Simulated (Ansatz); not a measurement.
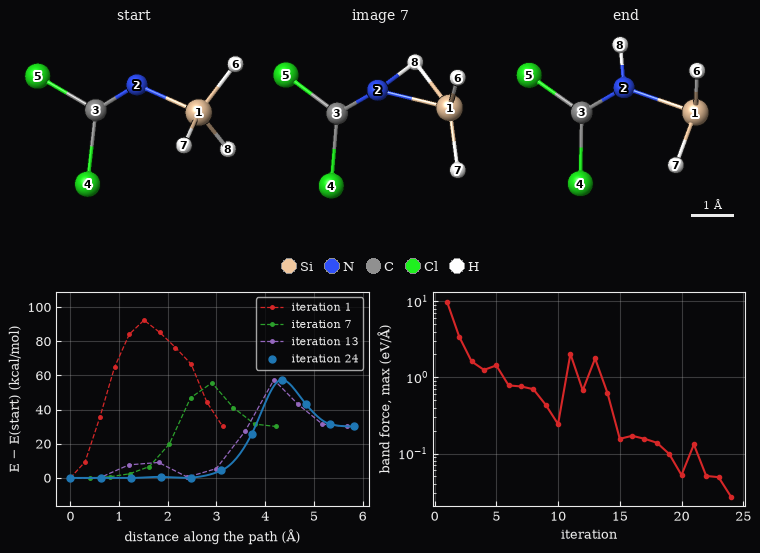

A nudged-elastic-band calculation for CH3Cl2NSi. Images are numbered from 0 (start) to 10 (end). The plot follows the band through its iterations. The picture is a ball-and-stick view, seen from a free direction.

All numbers below come from UKS PBE-D4/def2-SVP in Ansatz 0.2.0. Settings: 9 movable images; climbing image; force threshold 0.03 eV/Å; iteration limit 60; starting path through a guess of the saddle point.

How did the profile develop, and is the result final?

Answer. The run is converged, with reservations. The band converged in 24 iterations. The largest component of the band force went from 9.9 to 0.027 eV/Å. The climbing image converged on the top of the path. Its vibrational analysis gives one imaginary mode (1293i cm⁻¹), as a transition state must have. The first iteration put the highest image at 92.4 kcal/mol. The highest point, image 7, lies 57.5 kcal/mol above the start and 27.4 kcal/mol above the end; the end is at +30.1 kcal/mol relative to the start.
